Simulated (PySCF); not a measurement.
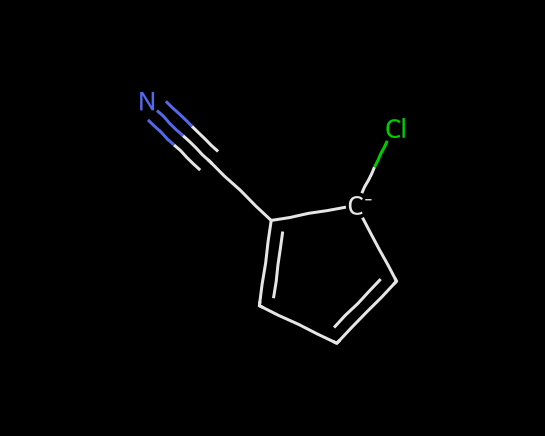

A structural formula. Charge −1, singlet.

Question: Give its SMILES.

Answer: N#Cc1ccc[c-]1Cl

Question: What is the molecular formula?

Answer: C6H3ClN, charge -1.

Question: An optimisation with GFN2-xTB gave a structure of which point group?

Answer: Cs.

More results for the same structure follow; atom numbers are the same in all pictures, views and colours differ. Computed geometry: GFN2-xTB optimisation. No frequency run is at hand to confirm it as a minimum.

**Geometry**

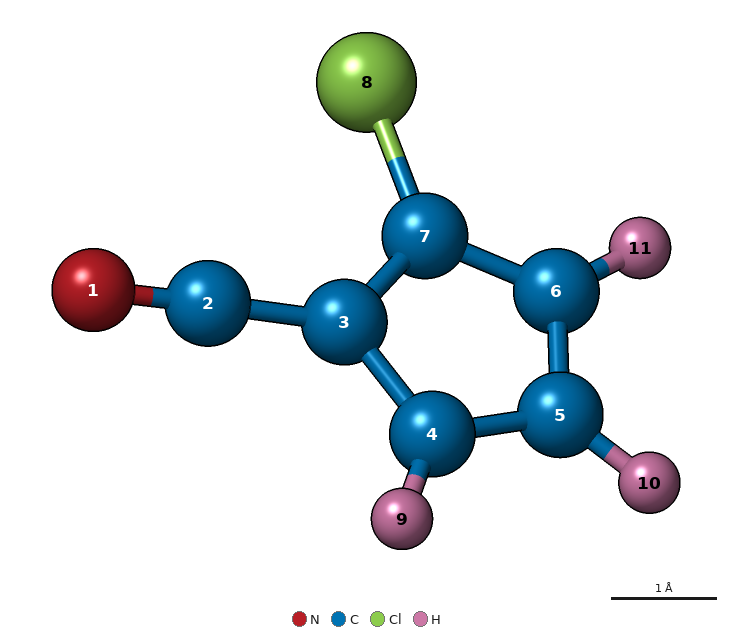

No frequency run is at hand to confirm it as a minimum.

Give the bond lengths.

| bond | length (Å) | order |
| --- | --- | --- |
| N1–C2 | 1.159 | triple |
| C2–C3 | 1.381 | delocalised |
| C3–C4 | 1.416 | aromatic |
| C3–C7 | 1.411 | aromatic |
| C4–C5 | 1.379 | aromatic |
| C4–H9 | 1.079 | single |
| C5–C6 | 1.406 | aromatic |
| C5–H10 | 1.080 | single |
| C6–C7 | 1.378 | aromatic |
| C6–H11 | 1.077 | single |
| C7–Cl8 | 1.741 | single |

**Electronic properties**

No frequency run is at hand to confirm it as a minimum. Level of theory: PBE0/def2-SVPD, gas phase (PySCF 2.14.0).

Question: What is the mean static polarisability?

Answer: 97.9 bohr³.

Question: Estimate the HOMO energy (Kohn–Sham orbital).

Answer: −1.44 eV.

**NMR shielding**

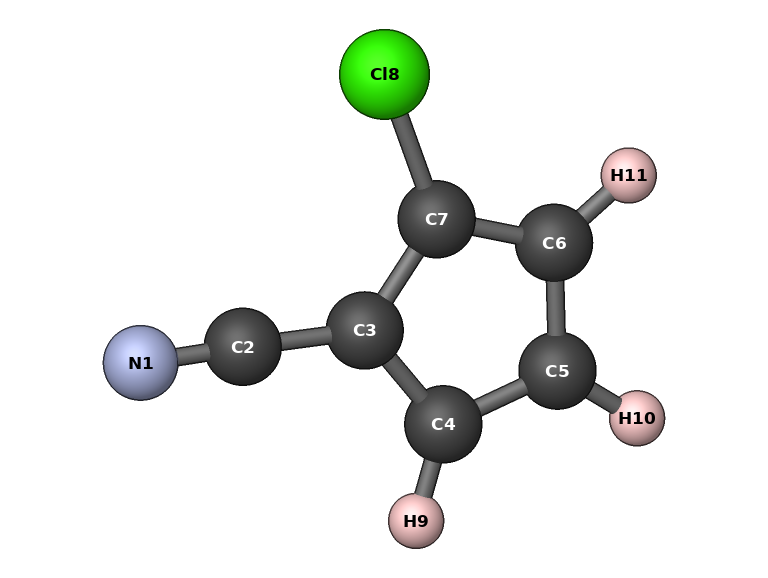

No frequency run is at hand to confirm it as a minimum. Properties computed with GIAO PBE0/pcSseg-1 NMR shielding, non-relativistic, gas phase (PySCF 2.14.0). Principal shieldings σ11 ≤ σ22 ≤ σ33, span Ω = σ33 − σ11, skew κ = 3(σiso − σ22)/Ω.

Give the shielding tensors of the Cl atoms.

| atom | σ11 | σ22 | σ33 | σiso | Ω | κ |
| --- | --- | --- | --- | --- | --- | --- |
| Cl8 | 643.0 | 804.7 | 1062.5 | 836.7 | 419.5 | 0.23 |

Shieldings and span in ppm.

**Charges**

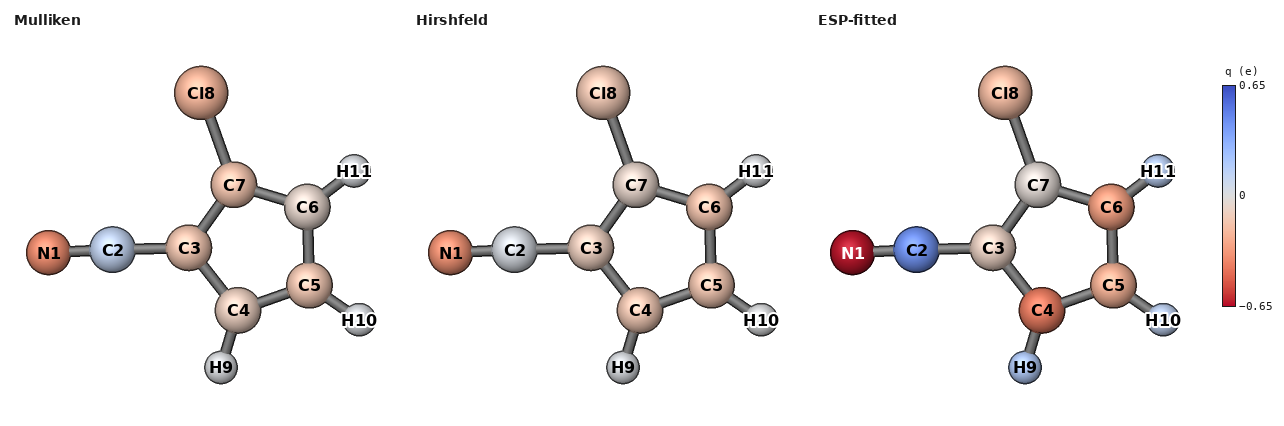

Atomic charges of one calculation by 3 schemes, on one colour scale. No frequency run is at hand to confirm it as a minimum. Level of theory: PBE0/pcSseg-1 (PySCF 2.14.0).

Question: Which scheme gives the most polar picture (largest mean size of the charges)?

Answer: The ESP-fitted charges are the largest in size here, and the Hirshfeld charges the smallest.

Question: On which atom do the schemes disagree most?

Answer: On C2 (from 0.03 to 0.42 e).

List the charges (e), one line for each set of equivalent atoms.

| atom | Mulliken | Hirshfeld | ESP-fitted |
| --- | --- | --- | --- |
| N1 | −0.36 | −0.34 | −0.63 |
| C2 | 0.11 | 0.03 | 0.42 |
| C3 | −0.15 | −0.10 | −0.08 |
| C4 | −0.10 | −0.13 | −0.41 |
| C5 | −0.14 | −0.15 | −0.23 |
| C6 | −0.05 | −0.15 | −0.30 |
| C7 | −0.16 | −0.06 | −0.03 |
| Cl8 | −0.22 | −0.13 | −0.19 |
| H9 | 0.01 | 0.02 | 0.18 |
| H10 | 0.02 | 0.01 | 0.13 |
| H11 | 0.02 | 0.01 | 0.15 |

Mulliken values depend strongly on the basis set and can even reverse the polarity of a bond.
